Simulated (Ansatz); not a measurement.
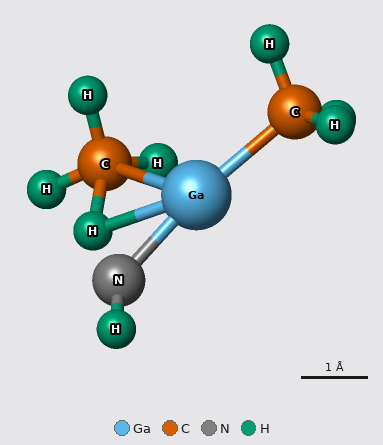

Figure 1. The structure as given in the input (ball-and-stick view, seen at a tilt). Sticks mark near contacts. Bond lengths as drawn: C–Ga 1.96 to 2.30 Å, C–H 1.11 to 1.36 Å, Ga–H 1.89 Å, Ga–N 1.77 Å and H–N 1.03 Å.

Molecular dynamics, with input and output: C$_{2}$H$_{8}$GaN (part 1 of 5)

The run: molecular dynamics of C$_{2}$H$_{8}$GaN. Method and program: RKS PBE-D4/def2-SVP (Ansatz 0.2.0).

It belongs to a series of runs on one base structure; here: dynamics from the highest image of the converged band.

## Log
```
Engine: ansatz 0.2.0, x86_64-unknown-linux-gnu
Functional definition: PBE
  parameter kappa = 0.804
  parameter beta = 0.06672455060314922
  exchange = pbe_x(kappa = kappa, mu = beta*pi^2/3)
  correlation = pbe_c(beta = beta)
1307 factors; their error is unknown
mean field evaluation 1: about -56024.6361 eV, gradient 1.0e2 eV
mean field evaluation 2: about -55919.3492 eV, gradient 1.9e2 eV
mean field evaluation 4: about -56047.4534 eV, gradient 1.5e1 eV
mean field evaluation 8: about -56048.0509 eV, gradient 3.3e-1 eV
mean field evaluation 16: about -56047.9940 eV, gradient 1.2e-3 eV
mean field -56047.99396495 eV, -2059.7257875172 hartree, gradient 1.3e-5 eV, S^2 0.000000; 0 other end points of the search recorded, 0 dependent functions left out
the calculation of the forces begins
reference -56047.99400471 eV, -2059.7257889782 hartree; 29, 29 occupied and 85, 85 virtual orbitals, 1307 factors
md step     0: t =     0.00 fs  T =   100.0 K  F+E_penalty+E_count = -56048.20592677 eV  E_kin = 0.129260 eV  conserved = -56048.07666677 eV  (31 SCF iters)
these checks for a lower state are left out or cut short: starts, cluster_reference, orbital_swaps, neighbouring_geometries, increment
1307 factors; their error is unknown
mean field -56047.99121876 eV, -2059.7256865966 hartree, gradient 2.7e-5 eV, S^2 0.000000; 0 other end points of the search recorded, 0 dependent functions left out
the calculation of the forces begins
reference -56047.99125854 eV, -2059.7256880585 hartree; 29, 29 occupied and 85, 85 virtual orbitals, 1307 factors
md step     1: t =     0.50 fs  T =    97.9 K  F+E_penalty+E_count = -56048.20320172 eV  E_kin = 0.126568 eV  conserved = -56048.07663354 eV  (32 SCF iters)
[... from here on the SCF iterations and repeated set-up lines of each step are left out, up to the last step ...]
md step     2: t =     1.00 fs  T =    92.0 K  F+E_penalty+E_count = -56048.19541808 eV  E_kin = 0.118896 eV  conserved = -56048.07652173 eV  (31 SCF iters)
md step     3: t =     1.50 fs  T =    83.6 K  F+E_penalty+E_count = -56048.18436429 eV  E_kin = 0.107997 eV  conserved = -56048.07636714 eV  (33 SCF iters)
md step     4: t =     2.00 fs  T =    74.5 K  F+E_penalty+E_count = -56048.17248164 eV  E_kin = 0.096259 eV  conserved = -56048.07622271 eV  (33 SCF iters)
md step     5: t =     2.50 fs  T =    66.5 K  F+E_penalty+E_count = -56048.16204374 eV  E_kin = 0.085907 eV  conserved = -56048.07613654 eV  (33 SCF iters)
md step     6: t =     3.00 fs  T =    60.6 K  F+E_penalty+E_count = -56048.15441373 eV  E_kin = 0.078282 eV  conserved = -56048.07613144 eV  (33 SCF iters)
md step     7: t =     3.50 fs  T =    56.9 K  F+E_penalty+E_count = -56048.14968902 eV  E_kin = 0.073492 eV  conserved = -56048.07619661 eV  (32 SCF iters)
md step     8: t =     4.00 fs  T =    54.6 K  F+E_penalty+E_count = -56048.14686286 eV  E_kin = 0.070567 eV  conserved = -56048.07629538 eV  (32 SCF iters)
md step     9: t =     4.50 fs  T =    52.6 K  F+E_penalty+E_count = -56048.14438807 eV  E_kin = 0.068005 eV  conserved = -56048.07638340 eV  (33 SCF iters)
md step    10: t =     5.00 fs  T =    49.9 K  F+E_penalty+E_count = -56048.14086804 eV  E_kin = 0.064441 eV  conserved = -56048.07642656 eV  (32 SCF iters)
md step    11: t =     5.50 fs  T =    45.8 K  F+E_penalty+E_count = -56048.13559923 eV  E_kin = 0.059189 eV  conserved = -56048.07641050 eV  (32 SCF iters)
md step    12: t =     6.00 fs  T =    40.6 K  F+E_penalty+E_count = -56048.12880825 eV  E_kin = 0.052467 eV  conserved = -56048.07634134 eV  (33 SCF iters)
md step    13: t =     6.50 fs  T =    35.1 K  F+E_penalty+E_count = -56048.12156497 eV  E_kin = 0.045324 eV  conserved = -56048.07624056 eV  (32 SCF iters)
md step    14: t =     7.00 fs  T =    30.4 K  F+E_penalty+E_count = -56048.11544612 eV  E_kin = 0.039308 eV  conserved = -56048.07613808 eV  (33 SCF iters)
md step    15: t =     7.50 fs  T =    27.8 K  F+E_penalty+E_count = -56048.11206184 eV  E_kin = 0.035997 eV  conserved = -56048.07606449 eV  (33 SCF iters)
md step    16: t =     8.00 fs  T =    28.3 K  F+E_penalty+E_count = -56048.11256850 eV  E_kin = 0.036525 eV  conserved = -56048.07604328 eV  (32 SCF iters)
md step    17: t =     8.50 fs  T =    31.9 K  F+E_penalty+E_count = -56048.11729435 eV  E_kin = 0.041210 eV  conserved = -56048.07608442 eV  (33 SCF iters)
md step    18: t =     9.00 fs  T =    38.2 K  F+E_penalty+E_count = -56048.12558972 eV  E_kin = 0.049410 eV  conserved = -56048.07617939 eV  (31 SCF iters)
md step    19: t =     9.50 fs  T =    46.2 K  F+E_penalty+E_count = -56048.13597075 eV  E_kin = 0.059670 eV  conserved = -56048.07630100 eV  (30 SCF iters)
md step    20: t =    10.00 fs  T =    54.3 K  F+E_penalty+E_count = -56048.14654040 eV  E_kin = 0.070127 eV  conserved = -56048.07641317 eV  (31 SCF iters)
md step    21: t =    10.50 fs  T =    61.2 K  F+E_penalty+E_count = -56048.15555338 eV  E_kin = 0.079070 eV  conserved = -56048.07648293 eV  (31 SCF iters)
md step    22: t =    11.00 fs  T =    66.1 K  F+E_penalty+E_count = -56048.16192720 eV  E_kin = 0.085434 eV  conserved = -56048.07649308 eV  (31 SCF iters)
md step    23: t =    11.50 fs  T =    68.9 K  F+E_penalty+E_count = -56048.16550705 eV  E_kin = 0.089059 eV  conserved = -56048.07644822 eV  (31 SCF iters)
md step    24: t =    12.00 fs  T =    70.1 K  F+E_penalty+E_count = -56048.16699657 eV  E_kin = 0.090626 eV  conserved = -56048.07637062 eV  (32 SCF iters)
md step    25: t =    12.50 fs  T =    70.7 K  F+E_penalty+E_count = -56048.16761400 eV  E_kin = 0.091324 eV  conserved = -56048.07628956 eV  (31 SCF iters)
md step    26: t =    13.00 fs  T =    71.5 K  F+E_penalty+E_count = -56048.16863784 eV  E_kin = 0.092408 eV  conserved = -56048.07622980 eV  (31 SCF iters)
md step    27: t =    13.50 fs  T =    73.4 K  F+E_penalty+E_count = -56048.17102042 eV  E_kin = 0.094817 eV  conserved = -56048.07620390 eV  (32 SCF iters)
md step    28: t =    14.00 fs  T =    76.6 K  F+E_penalty+E_count = -56048.17518579 eV  E_kin = 0.098975 eV  conserved = -56048.07621121 eV  (32 SCF iters)
md step    29: t =    14.50 fs  T =    81.1 K  F+E_penalty+E_count = -56048.18103684 eV  E_kin = 0.104796 eV  conserved = -56048.07624107 eV  (31 SCF iters)
md step    30: t =    15.00 fs  T =    86.5 K  F+E_penalty+E_count = -56048.18812446 eV  E_kin = 0.111847 eV  conserved = -56048.07627749 eV  (31 SCF iters)
md step    31: t =    15.50 fs  T =    92.5 K  F+E_penalty+E_count = -56048.19589577 eV  E_kin = 0.119589 eV  conserved = -56048.07630650 eV  (31 SCF iters)
md step    32: t =    16.00 fs  T =    98.7 K  F+E_penalty+E_count = -56048.20392125 eV  E_kin = 0.127602 eV  conserved = -56048.07631962 eV  (31 SCF iters)
md step    33: t =    16.50 fs  T =   105.0 K  F+E_penalty+E_count = -56048.21203216 eV  E_kin = 0.135715 eV  conserved = -56048.07631669 eV  (31 SCF iters)
md step    34: t =    17.00 fs  T =   111.4 K  F+E_penalty+E_count = -56048.22033225 eV  E_kin = 0.144028 eV  conserved = -56048.07630470 eV  (31 SCF iters)
md step    35: t =    17.50 fs  T =   118.2 K  F+E_penalty+E_count = -56048.22909578 eV  E_kin = 0.152801 eV  conserved = -56048.07629501 eV  (31 SCF iters)
md step    36: t =    18.00 fs  T =   125.6 K  F+E_penalty+E_count = -56048.23859531 eV  E_kin = 0.162296 eV  conserved = -56048.07629953 eV  (31 SCF iters)
md step    37: t =    18.50 fs  T =   133.5 K  F+E_penalty+E_count = -56048.24892289 eV  E_kin = 0.172598 eV  conserved = -56048.07632520 eV  (31 SCF iters)
md step    38: t =    19.00 fs  T =   142.0 K  F+E_penalty+E_count = -56048.25988487 eV  E_kin = 0.183516 eV  conserved = -56048.07636924 eV  (31 SCF iters)
md step    39: t =    19.50 fs  T =   150.6 K  F+E_penalty+E_count = -56048.27104338 eV  E_kin = 0.194628 eV  conserved = -56048.07641578 eV  (29 SCF iters)
md step    40: t =    20.00 fs  T =   159.0 K  F+E_penalty+E_count = -56048.28194432 eV  E_kin = 0.205503 eV  conserved = -56048.07644121 eV  (31 SCF iters)
md step    41: t =    20.50 fs  T =   167.1 K  F+E_penalty+E_count = -56048.29246993 eV  E_kin = 0.216048 eV  conserved = -56048.07642214 eV  (31 SCF iters)
md step    42: t =    21.00 fs  T =   175.5 K  F+E_penalty+E_count = -56048.30315732 eV  E_kin = 0.226803 eV  conserved = -56048.07635394 eV  (31 SCF iters)
md step    43: t =    21.50 fs  T =   184.9 K  F+E_penalty+E_count = -56048.31523909 eV  E_kin = 0.238978 eV  conserved = -56048.07626092 eV  (31 SCF iters)
md step    44: t =    22.00 fs  T =   196.6 K  F+E_penalty+E_count = -56048.33025906 eV  E_kin = 0.254068 eV  conserved = -56048.07619115 eV  (31 SCF iters)
md step    45: t =    22.50 fs  T =   211.3 K  F+E_penalty+E_count = -56048.34935535 eV  E_kin = 0.273164 eV  conserved = -56048.07619098 eV  (31 SCF iters)
md step    46: t =    23.00 fs  T =   229.2 K  F+E_penalty+E_count = -56048.37257721 eV  E_kin = 0.296301 eV  conserved = -56048.07627661 eV  (31 SCF iters)
md step    47: t =    23.50 fs  T =   249.3 K  F+E_penalty+E_count = -56048.39864971 eV  E_kin = 0.322227 eV  conserved = -56048.07642321 eV  (31 SCF iters)
md step    48: t =    24.00 fs  T =   269.8 K  F+E_penalty+E_count = -56048.42534392 eV  E_kin = 0.348763 eV  conserved = -56048.07658090 eV  (31 SCF iters)
md step    49: t =    24.50 fs  T =   289.0 K  F+E_penalty+E_count = -56048.45022717 eV  E_kin = 0.373526 eV  conserved = -56048.07670125 eV  (31 SCF iters)
md step    50: t =    25.00 fs  T =   305.3 K  F+E_penalty+E_count = -56048.47139334 eV  E_kin = 0.394634 eV  conserved = -56048.07675916 eV  (31 SCF iters)
md step    51: t =    25.50 fs  T =   318.1 K  F+E_penalty+E_count = -56048.48787424 eV  E_kin = 0.411121 eV  conserved = -56048.07675290 eV  (31 SCF iters)
md step    52: t =    26.00 fs  T =   327.2 K  F+E_penalty+E_count = -56048.49969676 eV  E_kin = 0.423002 eV  conserved = -56048.07669494 eV  (31 SCF iters)
md step    53: t =    26.50 fs  T =   333.5 K  F+E_penalty+E_count = -56048.50770757 eV  E_kin = 0.431104 eV  conserved = -56048.07660337 eV  (31 SCF iters, 3 dispersion substeps)
md step    54: t =    27.00 fs  T =   337.9 K  F+E_penalty+E_count = -56048.51330337 eV  E_kin = 0.436808 eV  conserved = -56048.07649557 eV  (31 SCF iters, 3 dispersion substeps)
md step    55: t =    27.50 fs  T =   341.8 K  F+E_penalty+E_count = -56048.51815388 eV  E_kin = 0.441767 eV  conserved = -56048.07638705 eV  (30 SCF iters, 3 dispersion substeps)
md step    56: t =    28.00 fs  T =   346.3 K  F+E_penalty+E_count = -56048.52394556 eV  E_kin = 0.447653 eV  conserved = -56048.07629221 eV  (30 SCF iters, 3 dispersion substeps)
md step    57: t =    28.50 fs  T =   352.7 K  F+E_penalty+E_count = -56048.53214761 eV  E_kin = 0.455923 eV  conserved = -56048.07622417 eV  (30 SCF iters, 3 dispersion substeps)
md step    58: t =    29.00 fs  T =   361.8 K  F+E_penalty+E_count = -56048.54379863 eV  E_kin = 0.467604 eV  conserved = -56048.07619510 eV  (30 SCF iters, 3 dispersion substeps)
md step    59: t =    29.50 fs  T =   373.7 K  F+E_penalty+E_count = -56048.55931243 eV  E_kin = 0.483096 eV  conserved = -56048.07621657 eV  (30 SCF iters, 3 dispersion substeps)
md step    60: t =    30.00 fs  T =   388.4 K  F+E_penalty+E_count = -56048.57830974 eV  E_kin = 0.502013 eV  conserved = -56048.07629636 eV  (30 SCF iters, 3 dispersion substeps)
md step    61: t =    30.50 fs  T =   404.7 K  F+E_penalty+E_count = -56048.59951781 eV  E_kin = 0.523085 eV  conserved = -56048.07643297 eV  (30 SCF iters, 3 dispersion substeps)
md step    62: t =    31.00 fs  T =   421.0 K  F+E_penalty+E_count = -56048.62082625 eV  E_kin = 0.544220 eV  conserved = -56048.07660653 eV  (30 SCF iters, 3 dispersion substeps)
md step    63: t =    31.50 fs  T =   435.4 K  F+E_penalty+E_count = -56048.63963142 eV  E_kin = 0.562861 eV  conserved = -56048.07677031 eV  (31 SCF iters, 3 dispersion substeps)
md step    64: t =    32.00 fs  T =   446.2 K  F+E_penalty+E_count = -56048.65357067 eV  E_kin = 0.576715 eV  conserved = -56048.07685604 eV  (31 SCF iters, 3 dispersion substeps)
md step    65: t =    32.50 fs  T =   452.4 K  F+E_penalty+E_count = -56048.66155227 eV  E_kin = 0.584752 eV  conserved = -56048.07680014 eV  (31 SCF iters, 3 dispersion substeps)
md step    66: t =    33.00 fs  T =   455.0 K  F+E_penalty+E_count = -56048.66466551 eV  E_kin = 0.588076 eV  conserved = -56048.07658918 eV  (31 SCF iters, 3 dispersion substeps)
md step    67: t =    33.50 fs  T =   456.5 K  F+E_penalty+E_count = -56048.66630539 eV  E_kin = 0.590011 eV  conserved = -56048.07629477 eV  (31 SCF iters, 3 dispersion substeps)
md step    68: t =    34.00 fs  T =   460.3 K  F+E_penalty+E_count = -56048.67104030 eV  E_kin = 0.594984 eV  conserved = -56048.07605613 eV  (31 SCF iters, 3 dispersion substeps)
md step    69: t =    34.50 fs  T =   469.2 K  F+E_penalty+E_count = -56048.68251881 eV  E_kin = 0.606516 eV  conserved = -56048.07600236 eV  (31 SCF iters, 3 dispersion substeps)
md step    70: t =    35.00 fs  T =   483.8 K  F+E_penalty+E_count = -56048.70156428 eV  E_kin = 0.625398 eV  conserved = -56048.07616602 eV  (31 SCF iters, 3 dispersion substeps)
md step    71: t =    35.50 fs  T =   502.3 K  F+E_penalty+E_count = -56048.72568988 eV  E_kin = 0.649226 eV  conserved = -56048.07646421 eV  (31 SCF iters, 3 dispersion substeps)
md step    72: t =    36.00 fs  T =   521.1 K  F+E_penalty+E_count = -56048.75031245 eV  E_kin = 0.673552 eV  conserved = -56048.07676036 eV  (31 SCF iters, 3 dispersion substeps)
md step    73: t =    36.50 fs  T =   536.8 K  F+E_penalty+E_count = -56048.77079981 eV  E_kin = 0.693855 eV  conserved = -56048.07694494 eV  (31 SCF iters, 3 dispersion substeps)
md step    74: t =    37.00 fs  T =   547.1 K  F+E_penalty+E_count = -56048.78416453 eV  E_kin = 0.707188 eV  conserved = -56048.07697670 eV  (31 SCF iters, 3 dispersion substeps)
md step    75: t =    37.50 fs  T =   551.5 K  F+E_penalty+E_count = -56048.78976011 eV  E_kin = 0.712886 eV  conserved = -56048.07687455 eV  (31 SCF iters, 3 dispersion substeps)
md step    76: t =    38.00 fs  T =   551.1 K  F+E_penalty+E_count = -56048.78905369 eV  E_kin = 0.712366 eV  conserved = -56048.07668738 eV  (30 SCF iters, 3 dispersion substeps)
md step    77: t =    38.50 fs  T =   548.1 K  F+E_penalty+E_count = -56048.78489920 eV  E_kin = 0.708430 eV  conserved = -56048.07646885 eV  (30 SCF iters, 3 dispersion substeps)
md step    78: t =    39.00 fs  T =   545.0 K  F+E_penalty+E_count = -56048.78069852 eV  E_kin = 0.704434 eV  conserved = -56048.07626446 eV  (30 SCF iters, 3 dispersion substeps)
md step    79: t =    39.50 fs  T =   544.3 K  F+E_penalty+E_count = -56048.77965869 eV  E_kin = 0.703549 eV  conserved = -56048.07611015 eV  (31 SCF iters, 3 dispersion substeps)
md step    80: t =    40.00 fs  T =   547.9 K  F+E_penalty+E_count = -56048.78419525 eV  E_kin = 0.708161 eV  conserved = -56048.07603384 eV  (31 SCF iters, 3 dispersion substeps)
md step    81: t =    40.50 fs  T =   556.6 K  F+E_penalty+E_count = -56048.79546961 eV  E_kin = 0.719413 eV  conserved = -56048.07605615 eV  (31 SCF iters, 3 dispersion substeps)
md step    82: t =    41.00 fs  T =   570.1 K  F+E_penalty+E_count = -56048.81306155 eV  E_kin = 0.736875 eV  conserved = -56048.07618656 eV  (31 SCF iters, 3 dispersion substeps)
md step    83: t =    41.50 fs  T =   586.7 K  F+E_penalty+E_count = -56048.83484420 eV  E_kin = 0.758431 eV  conserved = -56048.07641357 eV  (31 SCF iters, 3 dispersion substeps)
md step    84: t =    42.00 fs  T =   603.8 K  F+E_penalty+E_count = -56048.85720871 eV  E_kin = 0.780516 eV  conserved = -56048.07669305 eV  (31 SCF iters, 3 dispersion substeps)
md step    85: t =    42.50 fs  T =   618.0 K  F+E_penalty+E_count = -56048.87580313 eV  E_kin = 0.798859 eV  conserved = -56048.07694378 eV  (30 SCF iters, 3 dispersion substeps)
md step    86: t =    43.00 fs  T =   626.5 K  F+E_penalty+E_count = -56048.88682388 eV  E_kin = 0.809762 eV  conserved = -56048.07706154 eV  (30 SCF iters, 3 dispersion substeps)
md step    87: t =    43.50 fs  T =   627.9 K  F+E_penalty+E_count = -56048.88859570 eV  E_kin = 0.811630 eV  conserved = -56048.07696537 eV  (31 SCF iters, 3 dispersion substeps)
md step    88: t =    44.00 fs  T =   623.6 K  F+E_penalty+E_count = -56048.88275304 eV  E_kin = 0.806098 eV  conserved = -56048.07665501 eV  (31 SCF iters, 3 dispersion substeps)
md step    89: t =    44.50 fs  T =   617.3 K  F+E_penalty+E_count = -56048.87415431 eV  E_kin = 0.797907 eV  conserved = -56048.07624742 eV  (31 SCF iters, 3 dispersion substeps)
md step    90: t =    45.00 fs  T =   613.6 K  F+E_penalty+E_count = -56048.86905867 eV  E_kin = 0.793121 eV  conserved = -56048.07593785 eV  (31 SCF iters, 3 dispersion substeps)
md step    91: t =    45.50 fs  T =   616.0 K  F+E_penalty+E_count = -56048.87219067 eV  E_kin = 0.796304 eV  conserved = -56048.07588701 eV  (30 SCF iters, 3 dispersion substeps)
md step    92: t =    46.00 fs  T =   625.3 K  F+E_penalty+E_count = -56048.88434864 eV  E_kin = 0.808233 eV  conserved = -56048.07611562 eV  (31 SCF iters, 3 dispersion substeps)
md step    93: t =    46.50 fs  T =   638.7 K  F+E_penalty+E_count = -56048.90207894 eV  E_kin = 0.825581 eV  conserved = -56048.07649818 eV  (31 SCF iters, 3 dispersion substeps)
md step    94: t =    47.00 fs  T =   651.9 K  F+E_penalty+E_count = -56048.91951353 eV  E_kin = 0.842656 eV  conserved = -56048.07685706 eV  (31 SCF iters, 3 dispersion substeps)
md step    95: t =    47.50 fs  T =   660.7 K  F+E_penalty+E_count = -56048.93104032 eV  E_kin = 0.853976 eV  conserved = -56048.07706458 eV  (30 SCF iters, 3 dispersion substeps)
md step    96: t =    48.00 fs  T =   662.4 K  F+E_penalty+E_count = -56048.93329866 eV  E_kin = 0.856216 eV  conserved = -56048.07708286 eV  (30 SCF iters, 3 dispersion substeps)
md step    97: t =    48.50 fs  T =   656.8 K  F+E_penalty+E_count = -56048.92585748 eV  E_kin = 0.848915 eV  conserved = -56048.07694237 eV  (30 SCF iters, 3 dispersion substeps)
md step    98: t =    49.00 fs  T =   645.3 K  F+E_penalty+E_count = -56048.91082316 eV  E_kin = 0.834120 eV  conserved = -56048.07670313 eV  (30 SCF iters, 3 dispersion substeps)
md step    99: t =    49.50 fs  T =   630.9 K  F+E_penalty+E_count = -56048.89193263 eV  E_kin = 0.815504 eV  conserved = -56048.07642826 eV  (31 SCF iters, 3 dispersion substeps)
md step   100: t =    50.00 fs  T =   616.9 K  F+E_penalty+E_count = -56048.87354577 eV  E_kin = 0.797371 eV  conserved = -56048.07617448 eV  (31 SCF iters, 3 dispersion substeps)
md step   101: t =    50.50 fs  T =   606.3 K  F+E_penalty+E_count = -56048.85971239 eV  E_kin = 0.783721 eV  conserved = -56048.07599108 eV  (31 SCF iters, 3 dispersion substeps)
md step   102: t =    51.00 fs  T =   601.5 K  F+E_penalty+E_count = -56048.85335613 eV  E_kin = 0.777437 eV  conserved = -56048.07591874 eV  (31 SCF iters, 3 dispersion substeps)
md step   103: t =    51.50 fs  T =   603.2 K  F+E_penalty+E_count = -56048.85561696 eV  E_kin = 0.779635 eV  conserved = -56048.07598234 eV  (31 SCF iters, 3 dispersion substeps)
md step   104: t =    52.00 fs  T =   610.6 K  F+E_penalty+E_count = -56048.86546740 eV  E_kin = 0.789287 eV  conserved = -56048.07618016 eV  (31 SCF iters, 3 dispersion substeps)
md step   105: t =    52.50 fs  T =   621.5 K  F+E_penalty+E_count = -56048.87977043 eV  E_kin = 0.803297 eV  conserved = -56048.07647378 eV  (31 SCF iters, 3 dispersion substeps)
md step   106: t =    53.00 fs  T =   632.2 K  F+E_penalty+E_count = -56048.89392361 eV  E_kin = 0.817138 eV  conserved = -56048.07678557 eV  (30 SCF iters, 3 dispersion substeps)
md step   107: t =    53.50 fs  T =   639.1 K  F+E_penalty+E_count = -56048.90310623 eV  E_kin = 0.826096 eV  conserved = -56048.07701046 eV  (31 SCF iters, 3 dispersion substeps)
md step   108: t =    54.00 fs  T =   639.7 K  F+E_penalty+E_count = -56048.90392546 eV  E_kin = 0.826880 eV  conserved = -56048.07704552 eV  (31 SCF iters, 3 dispersion substeps)
md step   109: t =    54.50 fs  T =   633.7 K  F+E_penalty+E_count = -56048.89597410 eV  E_kin = 0.819135 eV  conserved = -56048.07683905 eV  (31 SCF iters, 3 dispersion substeps)
md step   110: t =    55.00 fs  T =   623.6 K  F+E_penalty+E_count = -56048.88255003 eV  E_kin = 0.806109 eV  conserved = -56048.07644076 eV  (31 SCF iters, 3 dispersion substeps)
md step   111: t =    55.50 fs  T =   614.1 K  F+E_penalty+E_count = -56048.86981270 eV  E_kin = 0.793800 eV  conserved = -56048.07601310 eV  (31 SCF iters, 3 dispersion substeps)
md step   112: t =    56.00 fs  T =   610.0 K  F+E_penalty+E_count = -56048.86428093 eV  E_kin = 0.788517 eV  conserved = -56048.07576401 eV  (31 SCF iters, 3 dispersion substeps)
md step   113: t =    56.50 fs  T =   614.2 K  F+E_penalty+E_count = -56048.86971733 eV  E_kin = 0.793894 eV  conserved = -56048.07582298 eV  (31 SCF iters, 3 dispersion substeps)
md step   114: t =    57.00 fs  T =   625.9 K  F+E_penalty+E_count = -56048.88520491 eV  E_kin = 0.809049 eV  conserved = -56048.07615636 eV  (32 SCF iters, 3 dispersion substeps)
md step   115: t =    57.50 fs  T =   641.4 K  F+E_penalty+E_count = -56048.90563198 eV  E_kin = 0.829034 eV  conserved = -56048.07659760 eV  (31 SCF iters, 3 dispersion substeps)
md step   116: t =    58.00 fs  T =   655.4 K  F+E_penalty+E_count = -56048.92416502 eV  E_kin = 0.847206 eV  conserved = -56048.07695876 eV  (31 SCF iters, 3 dispersion substeps)
```
